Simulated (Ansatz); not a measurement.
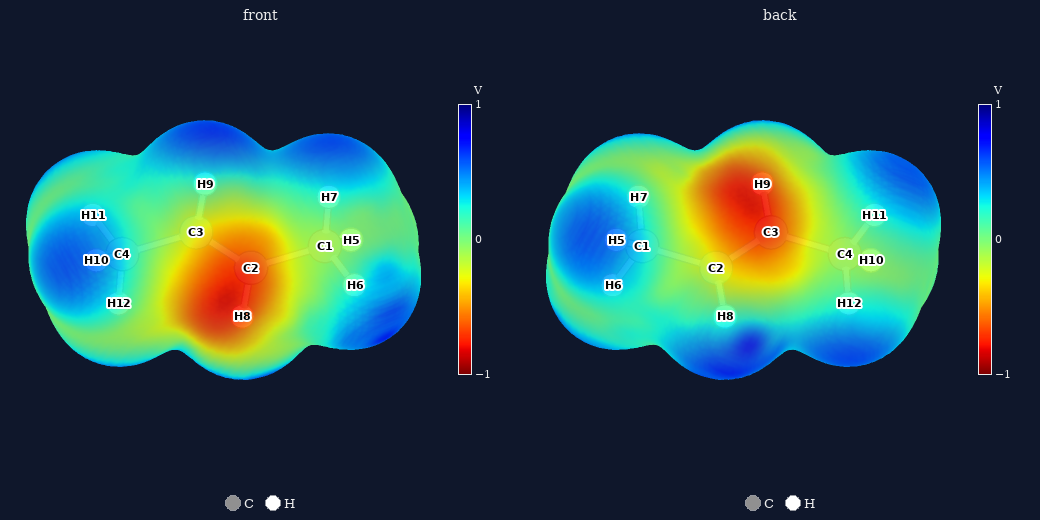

C4H8. The molecular electrostatic potential painted on the density surface at 0.002 e/bohr³, seen from the front and from behind; the colour scale runs from red (negative) to blue (positive).

Geometry: PBE0-D4/def2-TZVP.

Theory: RKS PBE0-D4/def2-TZVPP in Ansatz 0.2.0.

Input file:

```
crystal:
  periodic: [false, false, false]
  atoms:
    - {symbol: C, position_ang: [-1.633880, 0.847798, 0.620608]}
    - {symbol: C, position_ang: [-0.415840, 0.482131, -0.155933]}
    - {symbol: C, position_ang: [0.428628, -0.491332, 0.161586]}
    - {symbol: C, position_ang: [1.646684, -0.856977, -0.614939]}
    - {symbol: H, position_ang: [-2.536951, 0.756213, 0.008406]}
    - {symbol: H, position_ang: [-1.590675, 1.887903, 0.959742]}
    - {symbol: H, position_ang: [-1.752812, 0.209347, 1.498455]}
    - {symbol: H, position_ang: [-0.217072, 1.069664, -1.052044]}
    - {symbol: H, position_ang: [0.229841, -1.078871, 1.057690]}
    - {symbol: H, position_ang: [2.549673, -0.765939, -0.002544]}
    - {symbol: H, position_ang: [1.603246, -1.896912, -0.954583]}
    - {symbol: H, position_ang: [1.765957, -0.218122, -1.492445]}
basis:
  gaussian: {orbitals: def2-TZVPP}
hamiltonian: {xc: pbe0, dispersion: d4}
output: {orbitals: {seedname: orbitals}}
```

Launched as:

```sh
ansatz run in.yaml --threads 4 --pin off --events-out ev --progress --plain --max-ram 10444MiB
```

### Describe the electrostatic potential map.

The most negative region (about −0.8 V, or −18 kcal/mol for a unit charge) lies over the π face of C2 and C3, the most positive (about +0.7 V, or +16 kcal/mol for a unit charge) over H6, H8 and H9.
